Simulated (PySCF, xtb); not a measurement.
Dissociation curve of SMILES FC(F)(F)F (CF4). The C1–F5 bond (C1 also carries F, F, F; F5 carries nothing else) is varied alone, starting from the PBE0/def2-TZVP optimised geometry.

```
5

C      0.0000     0.0000     0.0000
F      1.0760    -0.6213    -0.4398
F      0.0000     1.2429    -0.4387
F     -1.0760    -0.6215    -0.4397
F      0.0000     0.0000     1.3181
```

Levels: GFN1-xTB (xtb); RKS-B3LYP/6-31G* = restricted B3LYP/6-31G*, spherical d in PySCF 2.14.0; RKS-B3LYP/3-21G = restricted B3LYP/3-21G (PySCF 2.14.0).

Energies are in kcal/mol, each relative to the lowest point of its own curve near equilibrium.

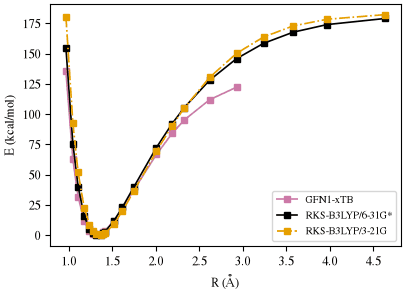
*Energy against bond length for each method.*

```
R / Å  GFN1-xTB  RKS-B3LYP/6-31G*  RKS-B3LYP/3-21G
-----  --------  ----------------  ---------------
0.97      135.4             154.6            180.5
1.05       62.7              75.6             92.6
1.11       31.7              40.2             51.8
1.18       11.5              15.9             22.6
1.24        3.1               5.1              8.7
1.28        0.7               1.5              3.5
1.32        0.0               0.0              0.7
1.37        1.1               0.5              0.0
1.40        2.5               1.8              0.7
1.42        3.7               3.0              1.5
1.52       11.9              11.6              9.1
1.62       22.3              23.2             20.0
1.75       37.3              39.8             36.3
2.01       66.7              72.4             69.4
2.19       84.1              92.1             90.4
2.33       95.2             105.5            105.0
2.62      111.9             128.0            130.4
2.93      122.3             145.9            150.2
3.24          —             158.5            163.7
3.58          —             167.7            172.9
3.97          —             174.0            178.4
4.64          —             179.1            182.3
```

At the longest distance, 4.64 Å, RKS-B3LYP/3-21G lies highest above its minimum (182.3 kcal/mol) and RKS-B3LYP/6-31G* lowest (179.1 kcal/mol).

A dash means that the run gave no value there, or that the column was ended at a point which the program doubted or which failed a test of continuity chosen for this set; such a test can also cut sound points.

The restricted form behind RKS-B3LYP/6-31G*, RKS-B3LYP/3-21G keeps the bonding electrons paired and can't separate into open-shell fragments.
